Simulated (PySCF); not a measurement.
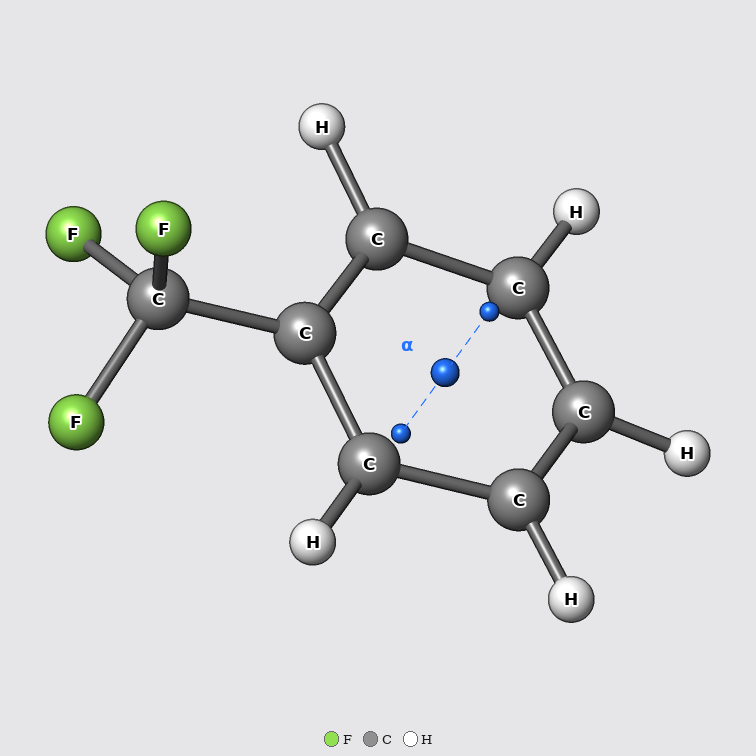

The small points mark where nucleus-independent chemical shifts (NICS) were computed: at the centre of each lettered ring and 1 Å above and below it. Geometry: a frame of a GFN2-xTB molecular-dynamics simulation, not a minimum. Level of theory: GIAO PBE0/pcSseg-1 NMR shielding, non-relativistic, gas phase (PySCF 2.14.0).

Give NICS(0), NICS(1) and the out-of-plane component NICS(1)zz for each ring (means of the two sides).

```tsv
ring	members	NICS(0)	NICS(1)	NICS(1)zz
α	C6	−8.7	−11.4	−28.5
```

Values in ppm.

Question: What do the values say about the ring currents?

Answer: Ring α: diatropic, as in an aromatic ring. NICS is one index among several.
